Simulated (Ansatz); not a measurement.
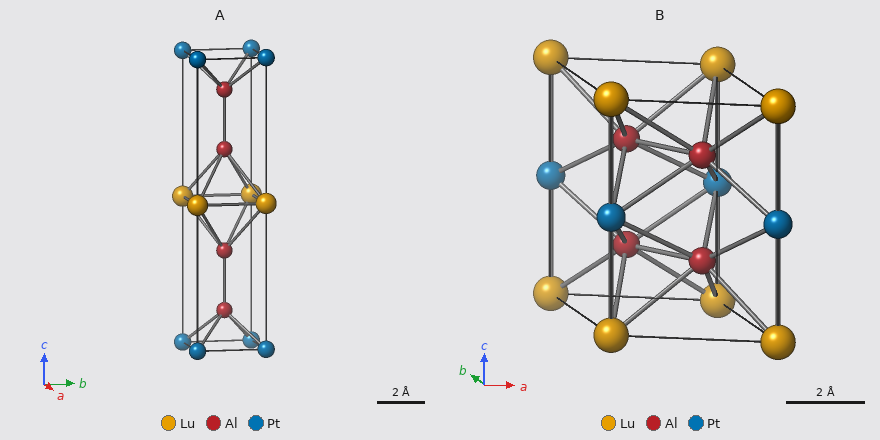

Two structures of LuAl4Pt, each relaxed to rest (conventional cells in solid outline, small ones repeated, not to one scale). Method: DFT PBE, scalar-relativistic, plane waves, PAW (Ansatz 0.2.0), without spin polarisation.

> Which two forms are compared?

A: 6 atoms a cell on a primitive tetragonal lattice, P4/mmm. B: 6 atoms a cell on a primitive hexagonal lattice, P6/mmm.

> What is the energy order of the two?

B is lower, by 117 meV/atom at this level of theory (energies at zero smearing). Volumes: A 19.7, B 17.5 Å³/atom.

One or both may be structure types tried for this composition rather than known phases.
